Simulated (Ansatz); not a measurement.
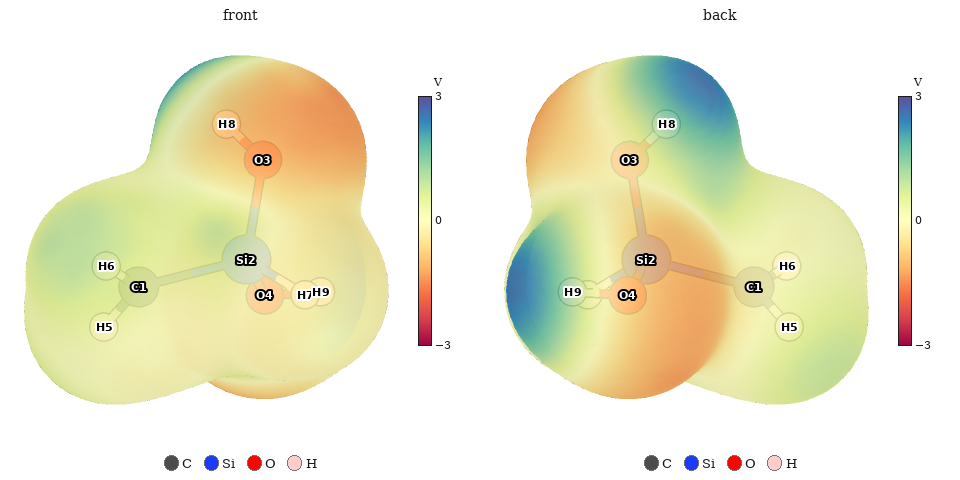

*CH$_{5}$O$_{2}$Si (SMILES [CH2][SiH](O)O) (doublet). The electrostatic potential painted on the density surface at 0.002 e/bohr³, seen from the front and from behind; the colour scale runs from red (negative) to blue (positive).*

Geometry: PBE0-D4/def2-TZVP.

All numbers below come from UKS PBE0-D4/def2-TZVPP (Ansatz).

```xyz
9

C    -0.8670    0.2561   -1.1657
Si    0.2395    0.2718    0.2950
O     1.6969   -0.4242   -0.0184
O    -0.6096   -0.5081    1.4683
H    -1.8999   -0.0724   -1.1111
H    -0.5485    0.6105   -2.1414
H     0.6174    1.6370    0.7361
H     1.6856   -1.2920   -0.4260
H    -0.2259   -0.5250    2.3461
```

**Which sites attract a positive test charge, and which a negative one?**

A positive charge is drawn to the negative regions and a negative charge to the positive ones. The most negative region (about −1.4 V) lies over O3 and O4, the most positive (about +2.6 V) over H8 and H9.
